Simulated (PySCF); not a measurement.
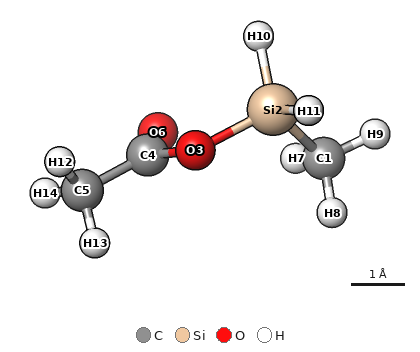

The input geometry of run 1 (ball-and-stick view, seen at an oblique angle; atoms are numbered from 1 in the order of the input). Bond lengths as drawn: C–C 1.50 Å, C–H 1.10 Å, C–O 1.21 to 1.34 Å, C–Si 1.86 Å, H–Si 1.49 Å and O–Si 1.72 Å.

## What a change does: excited-state calculation on C3H8O2Si

System: C3H8O2Si, SMILES C[SiH2]OC(C)=O.
Method of run 1: TDDFT PBE0/def2-TZVP, vertical, gas phase, core orbitals frozen in the response (PySCF 2.14.0).

The geometry comes from this level: PBE0-D3(BJ)/def2-SVP. Text and figures count atoms from 1; the logs count them from 0 in places.

**The input, run 1**
```
{"job": {"kind": "uv", "xc": "PBE0", "basis": "def2-TZVP"}, "charge": 0, "multiplicity": 1}
C     -1.998954     0.893904     0.721877
Si    -1.308673    -0.782953     0.298894
O      0.415612    -0.772330     0.290918
C      1.038721    -0.024661    -0.626269
C      2.531393    -0.122972    -0.538434
O      0.432387     0.645652    -1.425743
H     -1.740484     1.616067    -0.065428
H     -1.595887     1.251791     1.681513
H     -3.095717     0.840576     0.809465
H     -1.792585    -1.299038    -1.011265
H     -1.602879    -1.778142     1.367122
H      2.839812    -1.170761    -0.667308
H      2.863259     0.188557     0.462803
H      2.994699     0.506723    -1.305686
```

The first line tells a small driver script what to run in PySCF; the rest is the geometry in Å.

Command:
```bash
OMP_NUM_THREADS=1 python <driver script> task.json out
```

Hardware: 1 CPU thread, shared host.

**Output (run 1)**
```
coarse grid: 12016 points
cycle   1  E = -558.6644294281  dE =  6.418e-01  |g| = 9.758e-01  |ddm| = 2.721e+00
cycle   2  E = -558.3501103797  dE =  3.143e-01  |g| = 1.640e+00  |ddm| = 1.848e+00
cycle   3  E = -558.8264236329  dE = -4.763e-01  |g| = 2.707e-01  |ddm| = 1.415e+00
cycle   4  E = -558.8393857864  dE = -1.296e-02  |g| = 8.549e-02  |ddm| = 1.829e-01
cycle   5  E = -558.8404458881  dE = -1.060e-03  |g| = 2.993e-02  |ddm| = 5.491e-02
cycle   6  E = -558.8406324932  dE = -1.866e-04  |g| = 4.170e-03  |ddm| = 1.819e-02
cycle   7  E = -558.8406361407  dE = -3.648e-06  |g| = 9.840e-04  |ddm| = 3.516e-03
final grid: 110944 points
cycle   8  E = -558.8334965783  dE = -3.516e-05  |g| = 1.214e-02  |ddm| = 4.112e-02
cycle   9  E = -558.8334559027  dE =  4.068e-05  |g| = 1.924e-02  |ddm| = 1.640e-02
cycle  10  E = -558.8335230212  dE = -6.712e-05  |g| = 2.346e-03  |ddm| = 1.095e-02
cycle  11  E = -558.8335240237  dE = -1.002e-06  |g| = 4.762e-04  |ddm| = 1.458e-03
cycle  12  E = -558.8335240565  dE = -3.281e-08  |g| = 1.942e-04  |ddm| = 3.196e-04
cycle  13  E = -558.8335240641  dE = -7.592e-09  |g| = 2.429e-05  |ddm| = 1.202e-04
cycle  14  E = -558.8335240642  dE = -1.316e-10  |g| = 6.108e-06  |ddm| = 1.947e-05
converged SCF energy = -558.8335240642

Static polarisability (au): isotropic 66.751, principal 58.418 65.258 76.577

Singlet excitations
state   eV       nm        f      main configurations
  1   5.8110    213.4   0.00068   H->L 0.95
  2   7.5071    165.2   0.01379   H->L+1 0.80, H-1->L 0.15
  3   7.7935    159.1   0.08397   H-1->L 0.72, H->L+1 0.13
  4   7.9421    156.1   0.00798   H-2->L 0.68, H-4->L 0.17, H-1->L+1 0.10
  5   8.0997    153.1   0.01309   H-1->L+1 0.80
  6   8.1920    151.3   0.04267   H->L+2 0.93
  7   8.3801    148.0   0.00762   H-2->L+1 0.83, H-4->L 0.09
  8   8.5647    144.8   0.01279   H->L+3 0.56, H-3->L 0.28
  9   8.6122    144.0   0.01141   H-4->L 0.59, H-2->L 0.14, H->L+3 0.10
 10   8.8917    139.4   0.02452   H-3->L 0.41, H-1->L+2 0.28, H->L+3 0.18

Triplet excitations (Tamm-Dancoff, eV): 5.2742 6.1402 7.3858 7.6012
```

The input of run 2 differs as follows (lines with − go, lines with + come):
```diff
-"basis": "def2-TZVP"
+"basis": "6-31+G*"
```

Predict how the results change.

The total energy of run 2 is 84.8 kcal/mol higher, which measures the change of basis and not a stability. The LUMO goes from 0.06 to −0.05 eV. The strongest computed line goes from 7.79 to 7.66 eV. The number of SCF iterations is the same. The basis functions go from 240 to 128.

**Output (run 2)**
```
coarse grid: 12016 points
cycle   1  E = -558.5932576934  dE =  6.653e-01  |g| = 9.081e-01  |ddm| = 3.548e+00
cycle   2  E = -558.3043567599  dE =  2.889e-01  |g| = 1.530e+00  |ddm| = 2.452e+00
cycle   3  E = -558.7459268613  dE = -4.416e-01  |g| = 2.539e-01  |ddm| = 1.874e+00
cycle   4  E = -558.7582339782  dE = -1.231e-02  |g| = 7.275e-02  |ddm| = 2.750e-01
cycle   5  E = -558.7590653220  dE = -8.313e-04  |g| = 2.640e-02  |ddm| = 7.392e-02
cycle   6  E = -558.7592234699  dE = -1.581e-04  |g| = 3.278e-03  |ddm| = 2.743e-02
cycle   7  E = -558.7592258846  dE = -2.415e-06  |g| = 8.958e-04  |ddm| = 5.705e-03
final grid: 110944 points
cycle   8  E = -558.6984205241  dE = -4.883e-06  |g| = 1.152e-02  |ddm| = 6.528e-02
cycle   9  E = -558.6983807495  dE =  3.977e-05  |g| = 1.841e-02  |ddm| = 2.557e-02
cycle  10  E = -558.6984476225  dE = -6.687e-05  |g| = 2.261e-03  |ddm| = 1.699e-02
cycle  11  E = -558.6984486572  dE = -1.035e-06  |g| = 3.531e-04  |ddm| = 2.083e-03
cycle  12  E = -558.6984486807  dE = -2.351e-08  |g| = 8.485e-05  |ddm| = 3.797e-04
cycle  13  E = -558.6984486822  dE = -1.513e-09  |g| = 1.890e-05  |ddm| = 1.180e-04
cycle  14  E = -558.6984486823  dE = -9.004e-11  |g| = 5.283e-06  |ddm| = 4.369e-05
converged SCF energy = -558.6984486823

Static polarisability (au): isotropic 64.217, principal 56.303 64.089 72.258

Singlet excitations
state   eV       nm        f      main configurations
  1   5.8256    212.8   0.00079   H->L 0.75, H->L+2 0.23
  2   7.2097    172.0   0.03896   H->L+1 0.95
  3   7.4729    165.9   0.00024   H->L+2 0.72, H->L 0.24
  4   7.6611    161.8   0.07643   H-1->L 0.86
  5   7.8852    157.2   0.00054   H-1->L+1 0.71, H-2->L 0.09
  6   7.9506    155.9   0.00503   H-2->L 0.65, H-4->L 0.09, H-1->L+1 0.08
  7   8.0214    154.6   0.02017   H->L+3 0.83
  8   8.1590    152.0   0.01139   H->L+4 0.56, H-1->L+2 0.20
  9   8.2797    149.7   0.01149   H-2->L+1 0.56, H-2->L+2 0.21
 10   8.3147    149.1   0.01143   H-1->L+2 0.54, H->L+4 0.19

Triplet excitations (Tamm-Dancoff, eV): 5.2906 6.1509 7.0897 7.4284
```

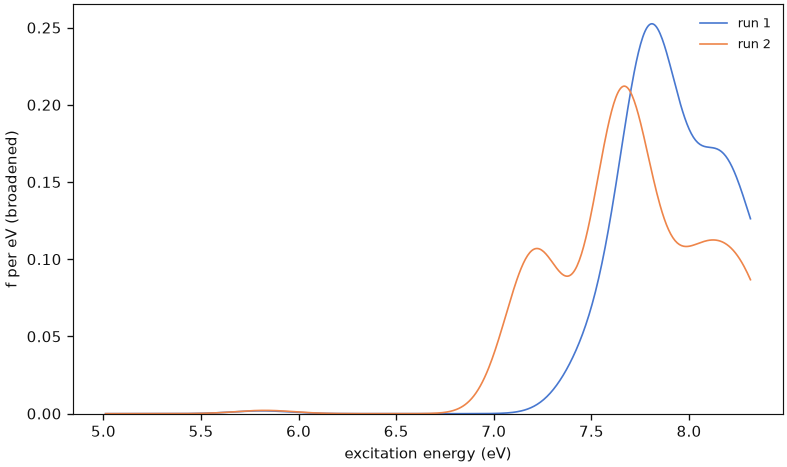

Absorption of the two runs from their computed states, each broadened by a Gaussian of 0.35 eV full width; the range ends where the shorter list of states ends.

**The two runs side by side**

| quantity | run 1 | run 2 |
| --- | --- | --- |
| outcome | converged | converged |
| total energy (hartree) | −558.833524 | −558.698449 |
| HOMO (eV) | −8.06 | −8.09 |
| LUMO (eV) | 0.06 | −0.05 |
| dipole moment (D) | 1.50 | 1.51 |
| lowest excitation (eV) | 5.81 | 5.83 |
| SCF iterations | 14 | 14 |
| strongest computed line (eV) | 7.79 | 7.66 |
| basis functions | 240 | 128 |
| wall time (shared host) | 41 s | 17 s |
